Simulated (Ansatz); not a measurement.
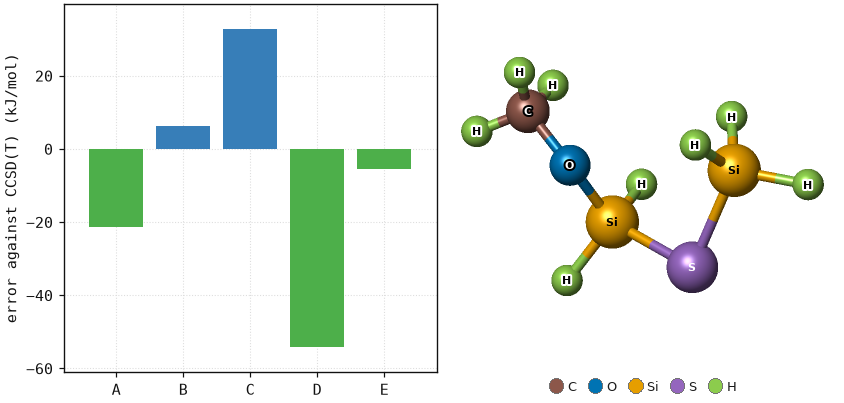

Error in the electronic atomisation energy (method less reference, so positive means overbinding) of CH₈OSSi₂, SMILES CO[SiH2]S[SiH3]: functionals in def2-TZVPP against frozen-core CCSD(T) at the limit (MP2 extrapolated from triple and quadruple zeta, plus CCSD(T) less MP2 in a smaller set), which gives 4419.2 kJ/mol, at a PBE0-D4/def2-TZVP geometry (no frequency check), no zero-point or spin-orbit term, the Ansatz code 0.2.0. The reference leaves out core correlation, a term that grows with the number of heavy atoms. Limit means the basis limit.

**The letters stand for B3LYP-D4, CCSD limit, MP2 limit, r2SCAN-D4 and ωB97M-V. Which is which?**

A: B3LYP-D4 (−21.4 kJ/mol); B: ωB97M-V (6.2 kJ/mol); C: MP2 limit (32.7 kJ/mol); D: CCSD limit (−54.2 kJ/mol); E: r2SCAN-D4 (−5.5 kJ/mol).

Caveats, for all or some of the runs: one conformer of a flexible molecule.
